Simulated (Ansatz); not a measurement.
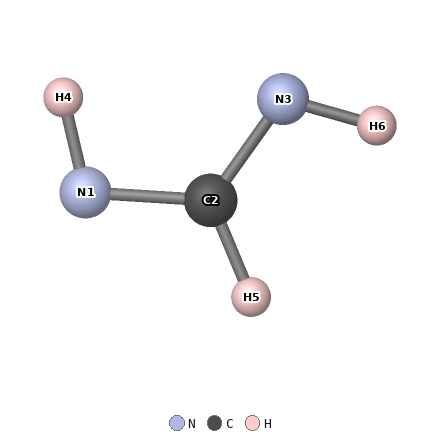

The system is CH₃N₂, SMILES [NH]C=N, spin multiplicity 2; the picture shows the reference structure. First axis: dihedral H4–N1–C2–N3. Second axis: dihedral N1–C2–N3–H6. Nothing is relaxed (all other coordinates rigid). The scan uses a 12 × 12 grid; 74 points were computed and 70 follow by symmetry. Energies: kJ/mol, counted from the relaxed molecule at the same level. Energies and slopes of some neighbouring points disagree (a jump in structure or state, or too coarse a mesh). Computed with Ansatz, UKS PBE0-D4/def2-SVP.

Its coordinates:

```yaml
atoms:
  - { symbol: N, position_ang: [-0.7468, -0.2148, -1.1138] }
  - { symbol: C, position_ang: [0.2179, 0.0585, -0.2488] }
  - { symbol: N, position_ang: [0.0232, 0.0142, 1.0562] }
  - { symbol: H, position_ang: [-1.5825, -0.4420, -0.5540] }
  - { symbol: H, position_ang: [1.1967, 0.3261, -0.6864] }
  - { symbol: H, position_ang: [0.8915, 0.2580, 1.5467] }
```

Range: dihedral H4–N1–C2–N3 from −180 to 150°; dihedral N1–C2–N3–H6 from −180 to 150°.

Q: Predict the map.

A: The lowest grid point is at dihedral H4–N1–C2–N3 = 0°, dihedral N1–C2–N3–H6 = −180°, 0 kJ/mol from the relaxed molecule at the same level. Other grid points that lie below all their neighbours: dihedral H4–N1–C2–N3 = −180°, dihedral N1–C2–N3–H6 = 0° (6 kJ/mol higher); dihedral H4–N1–C2–N3 = −180°, dihedral N1–C2–N3–H6 = −180° (18 kJ/mol higher); dihedral H4–N1–C2–N3 = 0°, dihedral N1–C2–N3–H6 = 0° (19 kJ/mol higher). The highest grid point, dihedral H4–N1–C2–N3 = −90°, dihedral N1–C2–N3–H6 = 90°, lies 212 kJ/mol above the lowest.

```tsv
dihedral N1–C2–N3–H6 ↓, dihedral H4–N1–C2–N3 →	−180	−150	−120	−90	−60	−30	0	30	60	90	120	150
150	33	51	83	99	95	48	15	31	71	91	87	53
120	60	87	142	175	170	83	44	65	123	163	163	91
90	71	105	182	212	167	91	59	89	161	204	170	97
60	60	101	165	164	127	73	56	95	160	160	126	76
30	26	52	83	90	74	41	33	67	93	89	68	36
0	6	20	46	60	56	33	19	33	56	60	46	20
−30	26	36	68	89	93	67	33	41	74	90	83	52
−60	60	76	126	160	160	95	56	73	127	164	165	101
−90	71	97	170	204	161	89	59	91	167	212	182	105
−120	60	91	163	163	123	65	44	83	170	175	142	87
−150	33	53	87	91	71	31	15	48	95	99	83	51
−180	18	32	56	65	55	21	0	21	55	65	56	32
```

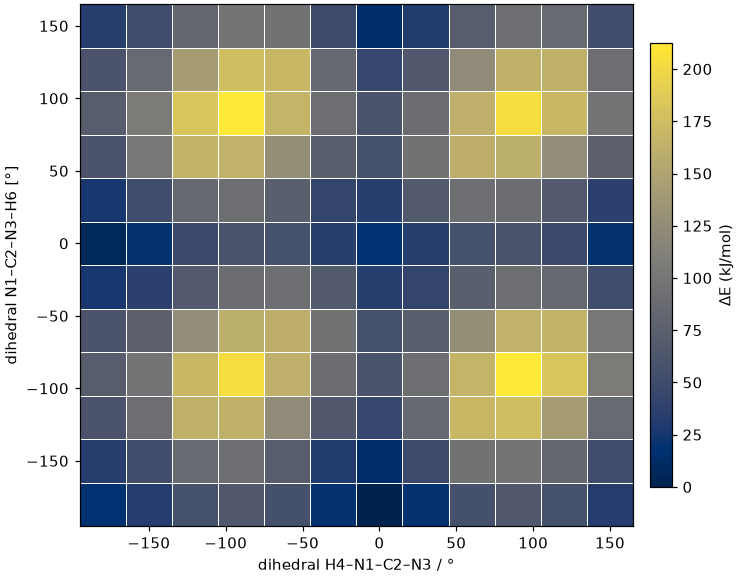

The picture shows one coloured cell a grid point.

The whole map (74 points run) took 13 min on 1 thread of Intel(R) Xeon(R) Processor @ 2.50GHz (Skylake/Cascade Lake), on a shared host.
